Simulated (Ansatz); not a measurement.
# C3H4F2 (cis-1,2-difluorocyclopropane): wB97X/def2-SVP

What is the vertical ionisation energy of C3H4F2 (cis-1,2-difluorocyclopropane) at wB97X/def2-SVP? 

The results are computed with Ansatz 0.2.0.

50 further runs of the same task are left out: 50 set aside as unsound or not needed. Runs told in other sessions of the task aren't counted.

### 1 The system as given

C3H4F2: 9 atoms, total charge 0, spin state singlet. SMILES: `FC1CC1F`. The shape is that of a PBE0-D4/def2-TZVP optimisation.

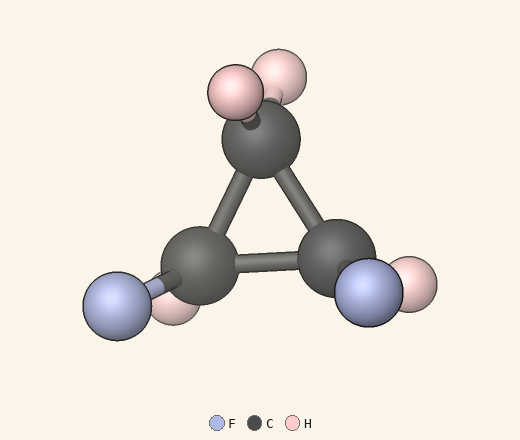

The structure, seen from a chosen angle (fluorine light blue, carbon dark grey, hydrogen pink).

### 2 The energy at wB97X/def2-SVP

Contents of molecule.yaml:

```yaml
crystal:
  periodic: [false, false, false]
  atoms:
    - symbol: F
      position_ang: [-0.169600, 1.608000, -1.012600]
    - symbol: C
      position_ang: [0.216800, 0.825500, 0.025400]
    - symbol: C
      position_ang: [0.580500, -0.591100, -0.284000]
    - symbol: C
      position_ang: [-0.696000, -0.279700, 0.428900]
    - symbol: F
      position_ang: [-1.848900, -0.425100, -0.270300]
    - symbol: H
      position_ang: [0.755400, 1.385300, 0.781900]
    - symbol: H
      position_ang: [1.394400, -1.070200, 0.245000]
    - symbol: H
      position_ang: [0.461700, -0.872500, -1.323800]
    - symbol: H
      position_ang: [-0.820200, -0.522400, 1.478400]
basis:
  gaussian:
    orbitals: def2-SVP
hamiltonian:
  xc: {name: wB97X}
accuracy: high
output:
  orbitals: {seedname: orbitals}
```

Command:

```
$ ansatz run molecule.yaml --threads 1 --pin off --max-ram 2610MiB --events-out events.jsonl --progress --plain --runs-dir runs
```

The log of the run:

```text
Warning: RAYON_NUM_THREADS=1 ignored (pool sized by the plan → 1); use --threads N
Functional definition: wB97X
  name "wB97X"
  parameter omega = 0.3/bohr
  parameter cx = 0.157706
  parameter cx1 = 0.726479
  parameter cx2 = 1.04760
  parameter cx3 = -5.70635
  parameter cx4 = 13.2794
  parameter css1 = -4.33879
  parameter css2 = 18.2308
  parameter css3 = -31.7430
  parameter css4 = 17.2901
  parameter cos1 = 2.37031
  parameter cos2 = -11.3995
  parameter cos3 = 6.58405
  parameter cos4 = -3.78132
  exchange = spin_sum(e_x_unif_sr(omega)*poly(b97_u_x, 1 - cx, cx1, cx2, cx3, cx4)) + cx*exact_x_sr(omega)
      + exact_x_lr(omega)
  correlation = spin_sum(e_c_pw_same_spin*poly(b97_u_same, 1, css1, css2, css3, css4))
      + integral(e_c_pw_opposite_spin*poly(b97_u_opposite, 1, cos1, cos2, cos3, cos4))
2132 factors; integrals over basis functions are off by at most 3.5e-9 eV
315 factors; integrals over basis functions are off by at most 2.3e-9 eV
mean field evaluation 1: about -8597.8667 eV, gradient 3.1e1 eV
mean field evaluation 2: about -8598.9418 eV, gradient 2.3e1 eV
mean field evaluation 4: about -8599.8034 eV, gradient 1.5e0 eV
mean field evaluation 8: about -8599.9640 eV, gradient 8.3e-2 eV
mean field evaluation 16: about -8599.9640 eV, gradient 1.7e-5 eV
mean field -8599.96398445 eV, -316.0428471635 hartree, gradient 7.7e-8 eV, S^2 0.000000; 0 other end points of the search recorded, 0 dependent functions left out
reference -8599.96398217 eV, -316.0428470798 hartree; 20, 20 occupied and 70, 70 virtual orbitals, 2132 factors
Total energy: -8599.96398217 eV, -316.0428470798 hartree
```

Wall time 32 s (1 thread of Arm Neoverse V2, shared host); peak memory 0.5 GiB.

### 3 The doublet cation, same level

Contents of molecule.yaml:

```yaml
crystal:
  periodic: [false, false, false]
  atoms:
    - {symbol: F, position_ang: [-0.169600, 1.608000, -1.012600]}
    - {symbol: C, position_ang: [0.216800, 0.825500, 0.025400]}
    - {symbol: C, position_ang: [0.580500, -0.591100, -0.284000]}
    - {symbol: C, position_ang: [-0.696000, -0.279700, 0.428900]}
    - {symbol: F, position_ang: [-1.848900, -0.425100, -0.270300]}
    - {symbol: H, position_ang: [0.755400, 1.385300, 0.781900]}
    - {symbol: H, position_ang: [1.394400, -1.070200, 0.245000]}
    - {symbol: H, position_ang: [0.461700, -0.872500, -1.323800]}
    - {symbol: H, position_ang: [-0.820200, -0.522400, 1.478400]}
basis:
  gaussian:
    orbitals: def2-SVP
hamiltonian:
  xc: {name: wB97X}
magnetization:
  spin_polarized: true
  initial_magnetization: 1
total_charge: 1
output: {orbitals: {seedname: orbitals}}
accuracy: high
```

Command:

```
$ ansatz run molecule.yaml --threads 1 --pin off --max-ram 2610MiB --events-out events.jsonl --progress --plain --runs-dir runs
```

The log of the run, cut to the lines that bear on the results:

```text
Warning: RAYON_NUM_THREADS=1 ignored (pool sized by the plan → 1); use --threads N
[... 2 set-up lines as earlier in the session ...]
[...]
      + exact_x_lr(omega)
[...]
      + integral(e_c_pw_opposite_spin*poly(b97_u_opposite, 1, cos1, cos2, cos3, cos4))
2130 factors; integrals over basis functions are off by at most 3.5e-9 eV
315 factors; integrals over basis functions are off by at most 2.3e-9 eV
[...]
mean field -8589.18182927 eV, -315.6466102692 hartree, gradient 2.8e-8 eV, S^2 0.754825; 2 other end points of the search recorded, 0 dependent functions left out
reference -8589.18182715 eV, -315.6466101911 hartree; 20, 19 occupied and 70, 71 virtual orbitals, 2130 factors
Total energy: -8589.18182715 eV, -315.6466101911 hartree
```

Run time: 2.1 min. Hardware: 1 thread of Arm Neoverse V2, shared host; peak memory 0.83 GiB.

### 4 What came out

Level: wB97X/def2-SVP.

```
                                          quantity          value
                      singlet C3H4F2: total energy  -316.04285 Eh
                       singlet C3H4F2: HOMO energy      -10.56 eV
                       singlet C3H4F2: LUMO energy        3.73 eV
                     singlet C3H4F2: HOMO–LUMO gap       14.29 eV
                      doublet cation: total energy  -315.64661 Eh
doublet cation: HOMO energy (highest over α and β)      -18.24 eV
 doublet cation: LUMO energy (lowest over α and β)      -11.00 eV
                              doublet cation: ⟨S²⟩          0.755
vertical ionisation energy (to the doublet cation)      10.782 eV
```

Removing an electron at fixed nuclei costs 10.78 eV (1040 kJ/mol). The negative HOMO energy of the first species, 10.56 eV, lies 0.23 eV below that difference.
